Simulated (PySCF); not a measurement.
# [Eu(SH)4]−: forces at shaken geometries

How stiff is [Eu(SH)4]−? Its atoms are displaced at random by several amounts. The species was built from a template and needn't be a known compound.

The runs use PySCF 2.14.0; B3LYP, Eu lcecp-1-SVP with ECP52, S def2-SVP, H def2-SVP; scalar-relativistic core potentials, no spin–orbit coupling.

2 further runs of the same task are left out: 1 for a known fault of the program, 1 that didn't finish.

## Step 1: Where the work starts

9 atoms, charge -1, spin multiplicity 1.

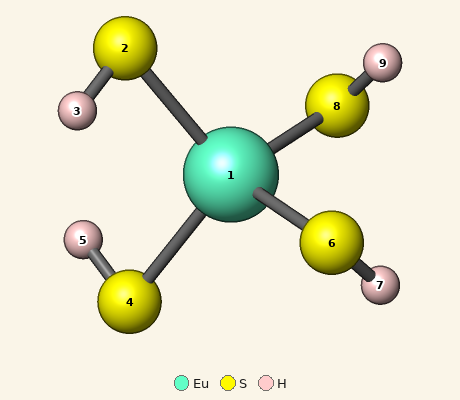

The structure; europium green, sulfur yellow, hydrogen pink; atoms are numbered from 1 in the order of the file.

As a file:

```
Eu    0.0000    0.0000   -0.0001
S     1.4866    1.6229    1.5824
H     1.8871    0.5415    2.3010
S    -1.4866   -1.6229    1.5824
H    -1.8871   -0.5415    2.3010
S     1.6228   -1.4866   -1.5826
H     0.5413   -1.8874   -2.3008
S    -1.6228    1.4866   -1.5826
H    -0.5413    1.8874   -2.3008
```

Formal oxidation states: Eu +3. Each metal's 6 4f electrons lie in its core potential, so multiplicities, spins and levels count the valence alone. An earlier session relaxed this geometry at B3LYP, Eu lcecp-1-SVP with ECP52, S def2-SVP, H def2-SVP (singlet, point group S4).

Its energy there is -1630.373056 Eh.

## Step 2: Atoms moved at random, σ = 0.06 Å

Input file run.py (the lines that set the calculation):

```python
mol = gto.M(atom='''
Eu     0.02178     0.02831    -0.01538
S      1.52160     1.57572     1.54132
H      1.92189     0.57192     2.35169
S     -1.42660    -1.62050     1.54831
H     -2.04179    -0.51451     2.32657
S      1.53127    -1.50008    -1.60015
H      0.56931    -1.86634    -2.29768
S     -1.52580     1.39605    -1.61640
H     -0.57165     1.92943    -2.23827''',
    basis={'Eu': 'lcecp-1-SVP', 'S': 'def2-SVP', 'H': 'def2-SVP'},
    ecp={'Eu': 'lcecp-1-SVP'},
    charge=-1, spin=0)
mf = dft.RKS(mol, xc='B3LYP')
mf.grids.atom_grid = (50, 194)  # f atoms: unpruned, at least (60, 302)
mf = mf.density_fit()  # fitting sets: Eu AutoAux, S def2-universal-JKFIT, H def2-universal-JKFIT
mf.conv_tol = 1e-08; mf.max_cycle = 55
mf.kernel(dm0)  # dm0: the density of the relaxed state
```

Started as:

```bash
OMP_NUM_THREADS=2 python run.py
```

Output:

```text
init E= -1630.4022721578
  HOMO = -0.0764394223411381  LUMO = 0.105997372731989  gap/eV = 4.96436
cycle= 1 E= -1630.34713182665  delta_E= 0.0551  |g|=  0.1  |ddm|= 0.407
  HOMO = -0.087714981367553  LUMO = 0.100121660008974  gap/eV = 5.11130
cycle= 2 E= -1630.34749923583  delta_E= -0.000367  |g|= 0.101  |ddm|= 0.303
  HOMO = -0.0976163957284785  LUMO = 0.0984134318111796  gap/eV = 5.33424
cycle= 3 E= -1630.35104474573  delta_E= -0.00355  |g|= 0.00878  |ddm|= 0.147
  HOMO = -0.0973999708422097  LUMO = 0.0987971694875539  gap/eV = 5.33880
cycle= 4 E= -1630.35106452985  delta_E= -1.98e-05  |g|= 0.00437  |ddm|= 0.0197
  HOMO = -0.0975142002230778  LUMO = 0.0986360924799208  gap/eV = 5.33752
cycle= 5 E= -1630.35107146288  delta_E= -6.93e-06  |g|= 0.00116  |ddm|= 0.00861
  HOMO = -0.0975894377442776  LUMO = 0.0986565790131847  gap/eV = 5.34013
cycle= 6 E= -1630.3510719326  delta_E= -4.7e-07  |g|= 0.000248  |ddm|= 0.00204
  HOMO = -0.0975526665324761  LUMO = 0.0986594257318383  gap/eV = 5.33920
cycle= 7 E= -1630.35107195418  delta_E= -2.16e-08  |g|= 9.73e-05  |ddm|= 0.000528
  HOMO = -0.0975588479271962  LUMO = 0.0986595628442964  gap/eV = 5.33937
cycle= 8 E= -1630.35107195737  delta_E= -3.19e-09  |g|= 1.43e-05  |ddm|= 0.000161
  HOMO = -0.0975573100793227  LUMO = 0.0986596844820948  gap/eV = 5.33934
Extra cycle  E= -1630.35107195737  delta_E= 4.09e-12  |g|= 1.62e-05  |ddm|= 4.49e-05
converged SCF energy = -1630.35107195737
```

Run time: 7.6 s. Hardware: 2 threads of Intel Xeon Platinum 8375C at 2.90GHz (Ice Lake), shared host.

It gives: E = -1630.351072 Eh (+0.598 eV from the relaxed state), HOMO -2.65 eV, LUMO 2.68 eV, Mulliken charge on Eu1 +0.50 e, largest force component 3.257 eV/Å. 

```tsv
atom	Fx	Fy	Fz (eV/Å)
Eu1	0.130	-0.533	0.371
S2	0.281	0.508	0.183
H3	-0.010	-0.147	0.039
S4	-1.112	1.531	1.317
H5	1.007	-1.668	-1.251
S6	3.257	0.904	1.967
H7	-2.998	-1.100	-2.141
S8	-3.040	-0.835	1.106
H9	2.485	1.339	-1.591
```

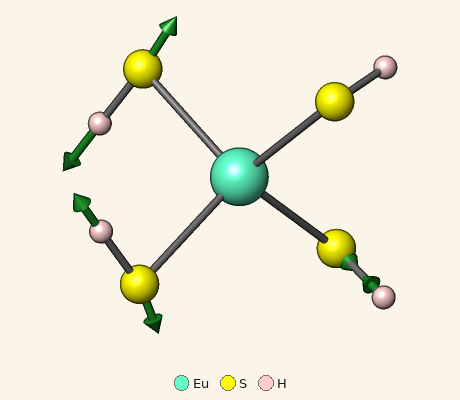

Forces as arrows, the longest for the largest force.

## Step 3: Atoms moved at random, σ = 0.1 Å

Input file run.py (the lines that set the calculation):

```python
mol = gto.M(atom='''
Eu     0.00731     0.12183    -0.00321
S      1.50903     1.59432     1.49337
H      1.86350     0.53582     2.30430
S     -1.38407    -1.57712     1.60574
H     -1.89294    -0.43968     2.31739
S      1.55353    -1.37384    -1.56426
H      0.53763    -1.93336    -2.26603
S     -1.56720     1.30868    -1.59935
H     -0.62678     1.76336    -2.28795''',
    basis={'Eu': 'lcecp-1-SVP', 'S': 'def2-SVP', 'H': 'def2-SVP'},
    ecp={'Eu': 'lcecp-1-SVP'},
    charge=-1, spin=0)
mf = dft.RKS(mol, xc='B3LYP')
mf.grids.atom_grid = (50, 194)  # f atoms: unpruned, at least (60, 302)
mf = mf.density_fit()  # fitting sets: Eu AutoAux, S def2-universal-JKFIT, H def2-universal-JKFIT
mf.conv_tol = 1e-08; mf.max_cycle = 55
mf.kernel(dm0)  # dm0: the density of the relaxed state
```

Started as:

```bash
OMP_NUM_THREADS=2 python run.py
```

Output:

```text
init E= -1630.40504765065
  HOMO = -0.0829702398445673  LUMO = 0.106107267181233  gap/eV = 5.14506
cycle= 1 E= -1630.35125427631  delta_E= 0.0538  |g|= 0.0857  |ddm|= 0.46
  HOMO = -0.0820745400183983  LUMO = 0.0991456639793876  gap/eV = 4.93125
cycle= 2 E= -1630.35115534109  delta_E= 9.89e-05  |g|= 0.0931  |ddm|= 0.288
  HOMO = -0.093931383761195  LUMO = 0.0984109177365996  gap/eV = 5.23390
cycle= 3 E= -1630.35417066599  delta_E= -0.00302  |g|= 0.0115  |ddm|= 0.146
  HOMO = -0.0940562735396312  LUMO = 0.0987834256517884  gap/eV = 5.24744
cycle= 4 E= -1630.35420999494  delta_E= -3.93e-05  |g|= 0.00444  |ddm|= 0.0233
  HOMO = -0.0940586490596411  LUMO = 0.0986766413172541  gap/eV = 5.24459
cycle= 5 E= -1630.35421701636  delta_E= -7.02e-06  |g|= 0.00116  |ddm|= 0.00871
  HOMO = -0.0942014039364212  LUMO = 0.0987079564070365  gap/eV = 5.24933
cycle= 6 E= -1630.35421746288  delta_E= -4.47e-07  |g|= 0.000372  |ddm|= 0.00231
  HOMO = -0.0941494170655051  LUMO = 0.0987025542008425  gap/eV = 5.24777
cycle= 7 E= -1630.35421751219  delta_E= -4.93e-08  |g|= 8.19e-05  |ddm|= 0.000653
  HOMO = -0.0941512964070483  LUMO = 0.0987028291917831  gap/eV = 5.24783
cycle= 8 E= -1630.35421751438  delta_E= -2.19e-09  |g|= 1.81e-05  |ddm|= 0.000146
  HOMO = -0.0941497123239997  LUMO = 0.0987021273523726  gap/eV = 5.24777
Extra cycle  E= -1630.35421751437  delta_E= 5e-12  |g|= 1.89e-05  |ddm|= 5.34e-05
converged SCF energy = -1630.35421751437
```

Wall time 7.7 s (2 threads of Intel Xeon Platinum 8375C at 2.90GHz (Ice Lake), shared host).

Read off: E = -1630.354218 Eh (+0.513 eV from the relaxed state), HOMO -2.56 eV, LUMO 2.69 eV, Mulliken charge on Eu1 +0.44 e, largest force component 3.791 eV/Å. 

```tsv
atom	Fx	Fy	Fz (eV/Å)
Eu1	0.098	-1.627	0.626
S2	0.910	0.496	1.031
H3	-0.200	0.380	-0.381
S4	-0.605	1.249	0.784
H5	0.551	-1.233	-0.761
S6	0.437	-0.289	-0.280
H7	-0.062	0.066	0.038
S8	-3.791	-0.300	0.879
H9	2.660	1.257	-1.936
```

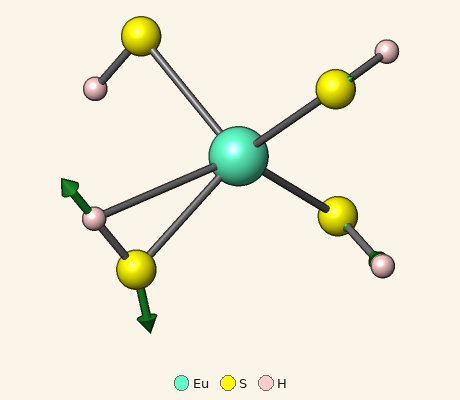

Forces as arrows, the longest for the largest force.

## Step 4: Atoms moved at random, σ = 0.15 Å

Input file run.py (the lines that set the calculation):

```python
mol = gto.M(atom='''
Eu     0.22397     0.24133     0.05731
S      1.48333     1.78336     1.78834
H      1.97339     0.79306     2.39078
S     -1.53129    -1.86124     1.69756
H     -2.08472    -0.54363     2.23486
S      1.56483    -1.83010    -1.64621
H      0.60830    -1.80769    -2.40486
S     -1.55585     1.16677    -1.89507
H     -0.68195     2.05814    -2.22272''',
    basis={'Eu': 'lcecp-1-SVP', 'S': 'def2-SVP', 'H': 'def2-SVP'},
    ecp={'Eu': 'lcecp-1-SVP'},
    charge=-1, spin=0)
mf = dft.RKS(mol, xc='B3LYP')
mf.grids.atom_grid = (50, 194)  # f atoms: unpruned, at least (60, 302)
mf = mf.density_fit()  # fitting sets: Eu AutoAux, S def2-universal-JKFIT, H def2-universal-JKFIT
mf.conv_tol = 1e-08; mf.max_cycle = 55
mf.kernel(dm0)  # dm0: the density of the relaxed state
```

Started as:

```bash
OMP_NUM_THREADS=2 python run.py
```

Output:

```text
init E= -1630.18571678373
  HOMO = -0.189363344969568  LUMO = -0.0244374519236617  gap/eV = 4.48786
cycle= 1 E= -1630.28205520739  delta_E= -0.0963  |g|= 0.237  |ddm|= 1.18
  HOMO = -0.0347366852635728  LUMO = 0.0764206444808782  gap/eV = 3.02475
cycle= 2 E= -1630.28377077911  delta_E= -0.00172  |g|= 0.246  |ddm|= 0.792
  HOMO = -0.0782207237092588  LUMO = 0.0716594768621247  gap/eV = 4.07845
cycle= 3 E= -1630.30443007501  delta_E= -0.0207  |g|= 0.0397  |ddm|= 0.406
  HOMO = -0.0743803318454444  LUMO = 0.068479544772496  gap/eV = 3.88742
cycle= 4 E= -1630.30486846591  delta_E= -0.000438  |g|= 0.0183  |ddm|= 0.0865
  HOMO = -0.0770817181441952  LUMO = 0.0695603588441665  gap/eV = 3.99033
cycle= 5 E= -1630.30498765248  delta_E= -0.000119  |g|= 0.00681  |ddm|= 0.0382
  HOMO = -0.0771404077728481  LUMO = 0.0692679235345383  gap/eV = 3.98397
cycle= 6 E= -1630.30500500535  delta_E= -1.74e-05  |g|= 0.00132  |ddm|= 0.0127
  HOMO = -0.0769727405677958  LUMO = 0.0693301166988615  gap/eV = 3.98110
cycle= 7 E= -1630.30500562208  delta_E= -6.17e-07  |g|= 0.000462  |ddm|= 0.00274
  HOMO = -0.0770040730411052  LUMO = 0.0693061186985078  gap/eV = 3.98130
cycle= 8 E= -1630.30500570523  delta_E= -8.31e-08  |g|= 0.000104  |ddm|= 0.000921
  HOMO = -0.0769926828098542  LUMO = 0.0693105635747098  gap/eV = 3.98111
cycle= 9 E= -1630.3050057092  delta_E= -3.97e-09  |g|= 1.99e-05  |ddm|= 0.000186
  HOMO = -0.0769952626365538  LUMO = 0.0693104349122493  gap/eV = 3.98118
Extra cycle  E= -1630.30500570924  delta_E= -4.27e-11  |g|= 1.96e-05  |ddm|= 6.13e-05
converged SCF energy = -1630.30500570924
```

Run time: 7.4 s. Hardware: 2 threads of Intel Xeon Platinum 8375C at 2.90GHz (Ice Lake), shared host.

Result: E = -1630.305006 Eh (+1.852 eV from the relaxed state), HOMO -2.10 eV, LUMO 1.89 eV, Mulliken charge on Eu1 +0.56 e, largest force component 3.856 eV/Å. 

```tsv
atom	Fx	Fy	Fz (eV/Å)
Eu1	-1.308	-2.800	-0.979
S2	-0.956	2.927	-1.336
H3	1.213	-2.548	1.534
S4	-0.014	3.596	0.157
H5	0.857	-2.364	-0.818
S6	3.533	0.958	3.844
H7	-3.856	0.136	-2.990
S8	-0.808	-1.360	1.221
H9	1.339	1.454	-0.632
```

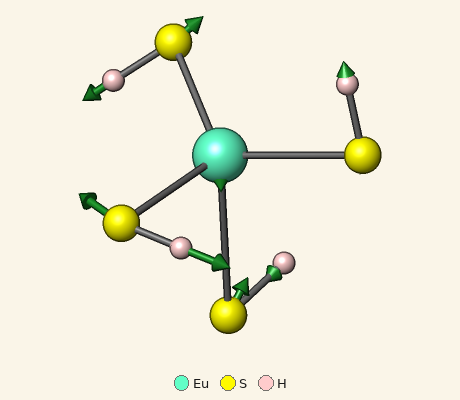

Forces as arrows, the longest for the largest force.

## Step 5: The displacements side by side

| σ (Å) | energy rise (eV) | harmonic estimate −½ F·u (eV) | largest force component (eV/Å) |
| --- | --- | --- | --- |
| 0.06 | 0.598 | 0.608 | 3.26 |
| 0.1 | 0.513 | 0.531 | 3.79 |
| 0.15 | 1.852 | 1.440 | 3.86 |

Every displacement raises the energy. For a harmonic well the rise equals −½ F·u; the two differ by at most 22 % here (a move with σ = 0.15 Å), from anharmonicity, the grid and the small forces left at the relaxed point. The bases are small and lack diffuse functions. Spin–orbit coupling is left out.
